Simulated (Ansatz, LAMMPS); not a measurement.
## Elastic response of glassy CaAl2Si2O8 (117 atoms)

How stiff is glassy CaAl2Si2O8 (117 atoms), and how do its levels respond to strain?

Program: Ansatz 0.2.0. Level of theory: Kohn-Sham DFT, PBE, PAW (set soft_2), plane waves. Results are calculated unless marked as measured.

## Step 1: Set-up

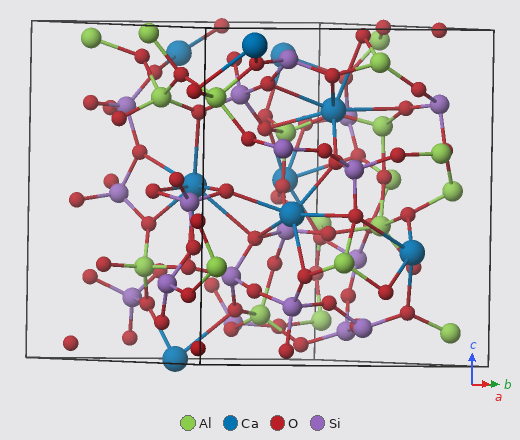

The cell as given, slightly off an axis (aluminium green, calcium blue, oxygen red, silicon purple). Bonds to atoms that aren't drawn are left out. Some periodic images of atoms are drawn too.

The cell holds 117 atoms: 18 Al, 9 Ca, 72 O and 18 Si. Cell: a = 11.536 Å, b = 11.536 Å, c = 11.536 Å, α = 90.0°, β = 90.0°, γ = 90.0°. 117 atoms (18 Al, 9 Ca, 72 O, 18 Si) placed at random at 2.71 g/cm³, melted at 4500 K for 20 ps at fixed volume with the Morse and Coulomb pair potential with partial charges (Pedone, Malavasi, Menziani, Cormack and Segre, J. Phys. Chem. B 110, 11780 (2006)). Quenched from 4500 K to 300 K at 20 K/ps and fixed volume, held 5 ps. The density is a measured one.

Limits known from the start: The quench rate of 20 K/ps is orders of magnitude faster than experiment, which tends to freeze in extra defects. The network of bonds at the start is that of the classical potential that made the cell, and needn't be the one that DFT or experiment would give. Only the Γ point is sampled.

## Step 2: Single point at the start

A single point comes first, to see the forces before anything moves.

The input, input.yaml:

```yaml
crystal:
  lattice:
    - [11.5363, 0.0, 0.0]
    - [0.0, 11.5363, 0.0]
    - [0.0, 0.0, 11.5363]
  atoms:
    - { symbol: Al, position: [0.34186, 0.00116, 0.95612] }
    - { symbol: Al, position: [0.84242, 0.96164, 0.09646] }
    - { symbol: Al, position: [0.60242, 0.85802, 0.40872] }
    - { symbol: Al, position: [0.30961, 0.21849, 0.27731] }
    - { symbol: Al, position: [0.96786, 0.51355, 0.30407] }
    - { symbol: Al, position: [0.8084, 0.98148, 0.51736] }
    - { symbol: Al, position: [0.88739, 0.67523, 0.89892] }
    - { symbol: Al, position: [0.99628, 0.82623, 0.63246] }
    - { symbol: Al, position: [0.44038, 0.98926, 0.5442] }
    - { symbol: Al, position: [0.40799, 0.64197, 0.68132] }
    - { symbol: Al, position: [0.09846, 0.95691, 0.4056] }
    - { symbol: Al, position: [0.94408, 0.08585, 0.28961] }
    - { symbol: Al, position: [0.76985, 0.17982, 0.78987] }
    - { symbol: Al, position: [0.55787, 0.88622, 0.70404] }
    - { symbol: Al, position: [0.10797, 0.95687, 0.11814] }
    - { symbol: Al, position: [0.60524, 0.0418, 0.97654] }
    - { symbol: Al, position: [0.50128, 0.15082, 0.78436] }
    - { symbol: Al, position: [0.34172, 0.60271, 0.13761] }
    - { symbol: Ca, position: [0.24571, 0.7271, 0.90673] }
    - { symbol: Ca, position: [0.40647, 0.32734, 0.52152] }
    - { symbol: Ca, position: [0.21624, 0.75756, 0.53672] }
    - { symbol: Ca, position: [0.98744, 0.17915, 0.94934] }
    - { symbol: Ca, position: [0.7041, 0.48925, 0.44338] }
    - { symbol: Ca, position: [0.09201, 0.45686, 0.90862] }
    - { symbol: Ca, position: [0.66277, 0.6513, 0.753] }
    - { symbol: Ca, position: [0.34587, 0.30846, 0.00506] }
    - { symbol: Ca, position: [0.902, 0.78842, 0.33557] }
    - { symbol: O, position: [0.39859, 0.71173, 0.05113] }
    - { symbol: O, position: [0.82351, 0.82302, 0.15519] }
    - { symbol: O, position: [0.74155, 0.96636, 0.99371] }
    - { symbol: O, position: [0.00912, 0.65413, 0.98899] }
    - { symbol: O, position: [0.9996, 0.64047, 0.21905] }
    - { symbol: O, position: [0.31018, 0.95272, 0.61146] }
    - { symbol: O, position: [0.19515, 0.09176, 0.76152] }
    - { symbol: O, position: [0.83554, 0.45824, 0.26202] }
    - { symbol: O, position: [0.21708, 0.25144, 0.61605] }
    - { symbol: O, position: [0.4942, 0.13287, 0.50561] }
    - { symbol: O, position: [0.95012, 0.44983, 0.6371] }
    - { symbol: O, position: [0.24272, 0.27114, 0.40359] }
    - { symbol: O, position: [0.43471, 0.92489, 0.40695] }
    - { symbol: O, position: [0.85217, 0.0531, 0.80936] }
    - { symbol: O, position: [0.60034, 0.10639, 0.118] }
    - { symbol: O, position: [0.67332, 0.1679, 0.34168] }
    - { symbol: O, position: [0.03297, 0.84485, 0.48271] }
    - { symbol: O, position: [0.06742, 0.41804, 0.26124] }
    - { symbol: O, position: [0.13886, 0.08296, 0.47171] }
    - { symbol: O, position: [0.49378, 0.51723, 0.69352] }
    - { symbol: O, position: [0.27165, 0.65114, 0.72582] }
    - { symbol: O, position: [0.21489, 0.29986, 0.85304] }
    - { symbol: O, position: [0.47936, 0.93089, 0.99633] }
    - { symbol: O, position: [0.82511, 0.26137, 0.6684] }
    - { symbol: O, position: [0.56264, 0.89179, 0.55317] }
    - { symbol: O, position: [0.43952, 0.2918, 0.27917] }
    - { symbol: O, position: [0.62788, 0.30595, 0.50957] }
    - { symbol: O, position: [0.7101, 0.08337, 0.54411] }
    - { symbol: O, position: [0.41481, 0.13442, 0.90393] }
    - { symbol: O, position: [0.55711, 0.70502, 0.38428] }
    - { symbol: O, position: [0.02779, 0.20063, 0.24182] }
    - { symbol: O, position: [0.12064, 0.80149, 0.10035] }
    - { symbol: O, position: [0.85744, 0.52814, 0.85871] }
    - { symbol: O, position: [0.22739, 0.27998, 0.16679] }
    - { symbol: O, position: [0.89512, 0.80528, 0.82018] }
    - { symbol: O, position: [0.59642, 0.78741, 0.11102] }
    - { symbol: O, position: [0.22428, 0.87953, 0.36651] }
    - { symbol: O, position: [0.97744, 0.0058, 0.04776] }
    - { symbol: O, position: [0.77791, 0.59405, 0.60041] }
    - { symbol: O, position: [0.48651, 0.29164, 0.74088] }
    - { symbol: O, position: [0.75484, 0.86052, 0.44574] }
    - { symbol: O, position: [0.99148, 0.67879, 0.6267] }
    - { symbol: O, position: [0.02449, 0.2705, 0.52534] }
    - { symbol: O, position: [0.44019, 0.4394, 0.89819] }
    - { symbol: O, position: [0.71737, 0.61451, 0.18076] }
    - { symbol: O, position: [0.28652, 0.91826, 0.84335] }
    - { symbol: O, position: [0.63754, 0.13659, 0.85488] }
    - { symbol: O, position: [0.81987, 0.28724, 0.8928] }
    - { symbol: O, position: [0.34674, 0.64743, 0.29085] }
    - { symbol: O, position: [0.6322, 0.95731, 0.28762] }
    - { symbol: O, position: [0.91375, 0.03652, 0.4247] }
    [... 33 atom lines left out ...]
    - { symbol: Si, position: [0.91894, 0.57286, 0.58092] }
    - { symbol: Si, position: [0.46994, 0.8252, 0.09376] }
    - { symbol: Si, position: [0.83197, 0.9171, 0.77519] }
    - { symbol: Si, position: [0.07684, 0.6703, 0.1093] }
    - { symbol: Si, position: [0.72181, 0.73044, 0.10734] }
    - { symbol: Si, position: [0.95067, 0.30592, 0.64205] }
kpoints:
  mp_grid: { grid: [1, 1, 1] }
hamiltonian:
  xc: pbe
scf:
  occupations: { method: gaussian, width: 0.05 }
output:
  forces: true
```

Run with:

```sh
$ ansatz run input.yaml --threads 4 --pin off --max-ram 8192MiB --backend cpu --events-out ev --progress --plain --runs-dir out
```

Numbers of over 12 decimals in the logs are rounded to 6 here.

The program printed:

```text
Engine: ansatz 0.2.0, x86_64-unknown-linux-gnu
Pseudopotentials: kind: paw
Pseudopotential: Al, paw, valence charge 3, recommended cutoff 420 eV (normal), Al.paw.azcp
Pseudopotential: Ca, paw, valence charge 10, recommended cutoff 420 eV (normal), Ca.paw.azcp
Pseudopotential: O, paw, valence charge 6, recommended cutoff 420 eV (normal), O.paw.azcp
Pseudopotential: Si, paw, valence charge 4, recommended cutoff 420 eV (normal), Si.paw.azcp
Functional definition: PBE
  parameter kappa = 0.804
  parameter beta = 0.066725
  exchange = pbe_x(kappa = kappa, mu = beta*pi^2/3)
  correlation = pbe_c(beta = beta)
Crystal: 117 atoms, lattice volume = 1535.323 Å³
Basis set: ecut = 420 eV, 30047 PW (Γ), exchange–correlation on 160×160×160 points (8 copies of the dense FFT grid, shifted against one another)
Bands: 441, of which v1, the nominal top of the filled ones, is band 324 counted from 1 (323 counted from 0)
Symmetry: 1 space group operations
Space group: P1 (ITA 1), of the structure as read, at distance tolerance 1.2e-4 Å
k-points: 1
Non-local potential: Al, projectors of the file, l = 0: 2, l = 1: 2, l = 2: 1
Non-local potential: Ca, projectors of the file, l = 0: 3, l = 1: 2, l = 2: 2
Non-local potential: O, projectors of the file, l = 0: 2, l = 1: 2, l = 2: 1
Non-local potential: Si, projectors of the file, l = 0: 2, l = 1: 2, l = 2: 2
PAW form: soft (Blöchl's): semilocal exchange-correlation on the pseudo side does not see the compensation charge
PAW one-centre angular grid: Al, 110 points (default); XC on 64 Gauss nodes
PAW one-centre angular grid: Ca, 110 points (default); XC on 64 Gauss nodes
PAW one-centre angular grid: O, 110 points (default); XC on 64 Gauss nodes
PAW one-centre angular grid: Si, 110 points (default); XC on 64 Gauss nodes
Initial density: superposition of atomic densities (neutral atoms: chi_scale 0, normalization atom), corrected by the library's trained network
Initial wavefunctions: pseudopotential atomic-orbital guess
Functional: x = pbe(κ = 0.804, μ = 0.219515), c = pbe(β = 0.066725)
SCF iter   1: F=—  HF=-78472.459597 eV  |F-HF|=—  |Δ(HF+E_count)|=         —  Δρ=2.37e-3  dr2=1.31e-1  ethr=1.77e-3  ⟨swp⟩=7.0  Hψ=2118  notcnv=0  defer=92
preconditioner: auto → Resta (q_TF=auto, 2.363 Å⁻¹)  ε∞=3.4  [insulator: Δε(μ)=2.557 eV  Ē_g=15.467 eV  σ=0.050 eV  W_gap=1.00  n_scr=340 (ndim 8)  ℏωp=23.8 eV  f_vac=0.108  D(μ)=0.00/eV (n_scr^D=0)  ε∞_Penn≈3.4]
SCF iter   2: F=—  HF=-78472.457412 eV  |F-HF|=—  |Δ(HF+E_count)|=   2.19e-3  Δρ=1.31e-3  dr2=3.62e-2  ethr=2.02e-5  ⟨swp⟩=2.0  Hψ=820  notcnv=0  defer=103
SCF iter   3: F=—  HF=-78472.457037 eV  |F-HF|=—  |Δ(HF+E_count)|=   3.74e-4  Δρ=5.62e-4  dr2=1.04e-2  ethr=5.59e-6  ⟨swp⟩=2.0  Hψ=552  notcnv=0  defer=37
automatic band count: iteration 3 solves 375 bands in place of 441: the levels show a gap, and the empty bands left out lie too high to hold charge; the band table lists the bands solved (type scf.n_extra_bands for more)
SCF iter   4: F=—  HF=-78472.456267 eV  |F-HF|=—  |Δ(HF+E_count)|=   7.70e-4  Δρ=2.04e-4  dr2=7.65e-4  ethr=1.61e-6  ⟨swp⟩=2.0  Hψ=554  notcnv=0  defer=37
SCF iter   5: F=—  HF=-78472.456298 eV  |F-HF|=—  |Δ(HF+E_count)|=   3.02e-5  Δρ=1.12e-4  dr2=1.93e-4  ethr=1.18e-7  ⟨swp⟩=2.0  Hψ=643  notcnv=0  defer=37
SCF iter   6: F=—  HF=-78472.456307 eV  |F-HF|=—  |Δ(HF+E_count)|=   9.50e-6  Δρ=5.70e-5  dr2=4.44e-5  ethr=2.98e-8  ⟨swp⟩=2.0  Hψ=602  notcnv=0  defer=37
SCF iter   7: F=—  HF=-78472.456837 eV  |F-HF|=—  |Δ(HF+E_count)|=   5.30e-4  Δρ=1.58e-5  dr2=3.93e-6  ethr=6.86e-9  ⟨swp⟩=2.0  Hψ=684  notcnv=0  defer=47
SCF iter   8: F=—  HF=-78472.456840 eV  |F-HF|=—  |Δ(HF+E_count)|=   2.81e-6  Δρ=1.15e-5  dr2=1.71e-6  ethr=6.06e-10  ⟨swp⟩=2.0  Hψ=609  notcnv=0  defer=47
SCF iter   9: F=—  HF=-78472.456840 eV  |F-HF|=—  |Δ(HF+E_count)|=   7.86e-9  Δρ=2.55e-6  dr2=1.01e-7  ethr=2.63e-10  ⟨swp⟩=2.0  Hψ=605  notcnv=0  defer=47
SCF iter  10: F=-78472.456840 eV  HF=-78472.456840 eV  |F-HF|=3.57e-9  |Δ(HF+E_count)|=   5.99e-8  Δρ=1.53e-6  dr2=3.32e-8  ethr=1.54e-11  ⟨swp⟩=4.0  Hψ=1095  notcnv=0
SCF 1 converged in 10 iterations: F = -78472.456840 eV  dr2 = 3.32e-8
  greatest PAW one-centre occupation: 0.995 electrons in one spin orbital (limit 2), on the Ca atom at site 25 (counted from 0), in its partial waves of l = 0
SCF converged after 10 iterations
Free energy (F): -78472.456840 eV
Harris-Foulkes:  -78472.456840 eV  (|F-HF|=3.57e-9)
Internal energy: -78472.456840 eV  (E = F + TS)
E sigma→0 (E₀):  -78472.456840 eV
Fermi energy:    6.457894 eV
--- Per-component energies (eV) ---
  E_band       = -3051.237039
  E_kinetic    = 16653.906373
  E_local      = -42099.804637  (includes V_loc(G=0)·N_el)
  E_nonlocal   = 4657.124461
  E_hartree    = 15437.707561
  E_xc         = -8343.427578
  E_vxc        = -9795.815096  (∫ρ·V_xc dr)
  E_paw        = -36820.127023  (= ΣΔE_a)
  E_vpaw       = -3342.248418  (= ΣTr[D̂ρ^β])
  E_aug_tail   = 0.183427  (compensation charges beyond the density's cutoff)
  E_ewald      = -27958.019423
  E_smearing   = -0.000000  (= −TS)
  E_closure    = -0.000000  (closes the sum)
  Σ components = -78472.456840   (vs F -78472.456840, Δ=0.00e0)
--- Forces (eV/Å), atoms counted from 1 ---
  atom   1  Al     0.93413937     1.81495812    -0.49144283
  atom   2  Al    -0.17962855     0.27830189    -0.52091595
  atom   3  Al     0.01480326     0.36289185    -0.75765654
  atom   4  Al    -0.88498703    -0.39355065     0.24492636
  atom   5  Al     0.33031760     0.63097410    -0.25544193
  atom   6  Al     0.44602454    -0.77509735    -1.73521305
  atom   7  Al    -0.44006779     0.28156037     1.90009979
  atom   8  Al     0.13891516     0.85663087    -0.70859235
  atom   9  Al     1.45701936     1.23733588     0.16212634
  atom  10  Al     1.04230180     0.47766943    -1.27655658
  atom  11  Al    -0.50595265     0.78551847    -0.23380308
  atom  12  Al    -1.15754563     1.42309225    -0.73050753
  atom  13  Al     0.56519310     0.31928653    -0.28687000
  atom  14  Al     0.97881336    -0.14630423    -0.49185126
[...]
atom 116  Si     1.59209724     1.97677783    -1.51119193
  atom 117  Si     0.96304960     0.63565047    -0.82697134
  max |Σ_I F_I| component: 1.76e-4 eV/Å
```

Elapsed: 18 s, on 4 threads of Intel Xeon Platinum 8259CL at 2.50GHz (Skylake/Cascade Lake), shared host; peak memory 2.2 GiB.

The r.m.s. force at the start is 1.2 eV/Å.

(Part 1 of 4 ends here.)

[Logs are printed without paths, hosts, clocks, repeated set-up lines and the standing remarks that a program may print on its own settings, such as how far it seeks lower states.]

[Hosts, paths, dates, database ids (printed as entryN), source tags and the programs' standing remarks are cut or masked in the printed files.]
